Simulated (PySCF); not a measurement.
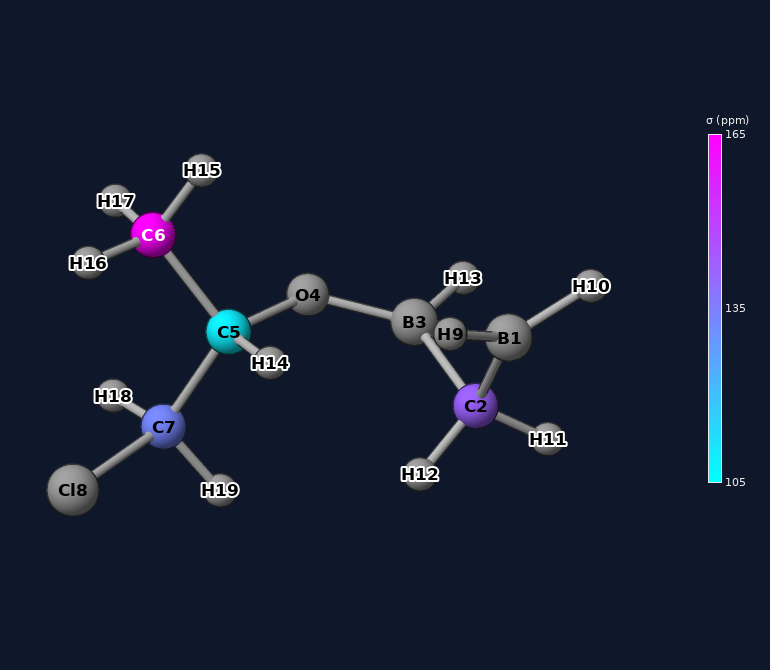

Atoms are coloured by their isotropic NMR shieldings (C only, the others grey). Computed geometry: GFN2-xTB optimisation. No frequency run is at hand to confirm it as a minimum. Properties computed with GIAO PBE0/pcSseg-1 NMR shielding, non-relativistic, gas phase (PySCF 2.14.0).

### Which C atom is the most shielded (lowest chemical shift)?

C6 (164.8 ppm).

### Which C atom is the least shielded (highest chemical shift)?

C5 (108.8 ppm).

### How wide is the range of C shifts?

56.0 ppm.

List the isotropic NMR shieldings of the C atoms.

```csv
atom,σ (ppm)
C2,141.8
C5,108.8
C6,164.8
C7,132.9
```

The geometry is semi-empirical. Around B such bond lengths and angles can be off by a tenth of an ångström or more and by several degrees, and values that hang on the shape move with them.
